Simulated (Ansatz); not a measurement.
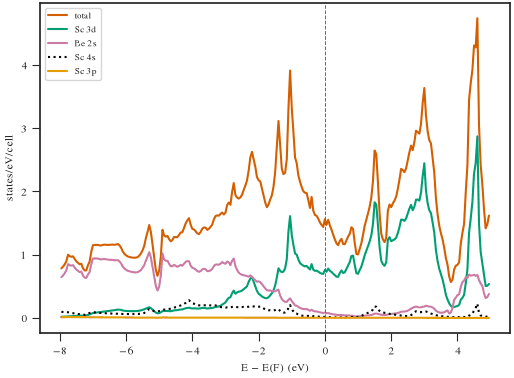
Fig. 1. Total and projected density of states of ScBe$_{5}$ in space group P6/mmm (No. 191; Sc on 1a, Be on 2c, Be on 3g), r²SCAN in the plane-wave PAW code Ansatz

**Question.** Which orbitals carry the states next to the Fermi level?

**Answer.** Within 0.5 eV of the Fermi level: Sc 3d 49 %, Be 2s 5 %, outside the projected shells 44 %. Projections are on Löwdin-orthogonalised atomic valence shells; empty p or d shells of many metals are not among them.

**Question.** Where is the tallest occupied peak in this window, and what makes it?

**Answer.** Near -1.0 eV, about 3.9 states/eV per cell; the largest projected share is Sc 3d.

The workflow started from a Materials Project entry (that database holds measured and hypothetical structures alike); the Crystallography Open Database copy checked does not list it. Whether it is the stable phase at ambient conditions was not checked. The cell keeps a stress of up to 0.2 GPa. Symmetry was held in the r²SCAN relaxation; its stability against distortions is not shown here. No spin polarisation was allowed.

Potentials: the later of the program's two PAW sets.
